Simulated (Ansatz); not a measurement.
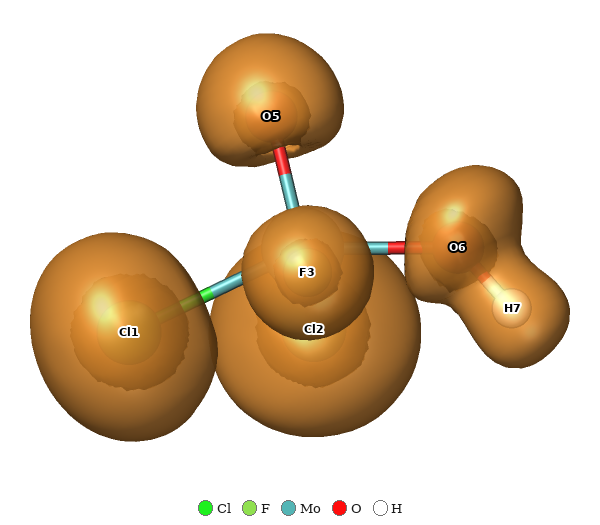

Figure. Cl$_{2}$FHMoO$_{2}$. Isosurface of the ELF at 0.75 (orange), seen from one side. Only the valence region is drawn (cores and ρ < 0.01 e/Å³ removed).

Geometry: PBE0-D4/def2-SVP; core potentials replace the inner electrons of Mo.

All numbers below come from isolated molecule in a Gaussian basis; Kohn-Sham density functional theory, functional PBE0 (Ansatz).

```xyz
7

Cl   -0.4273    1.4866   -1.9636
Cl    0.3640    1.8919    1.0477
F     0.1738   -1.1999   -1.4544
Mo   -0.3000    0.0521   -0.1732
O    -1.8732   -0.1907    0.2109
O     0.5894   -0.9949    1.0601
H     1.5344   -1.1133    1.2268
```

### Identify the bonds, lone pairs and shells in this picture.

At this value the surface marks out two regions wrapped around Cl (the valence shell of each), one region wrapped around F (its valence shell), one region wrapped around O (its valence shell) and one joined region spread over several atoms (H, O), in which their bonds and any lone pairs are merged. Along the contacts the grid gives the following. Mo–O (1.64 Å): the ELF peaks at about 0.80 in the valence shell of O, 0.5 Å from its nucleus, and drops to about 0.45 between the two atoms. Mo–F (1.85 Å): the ELF peaks at about 0.80 in the valence shell of F, 0.5 Å from its nucleus, and drops to about 0.25 between the two atoms.
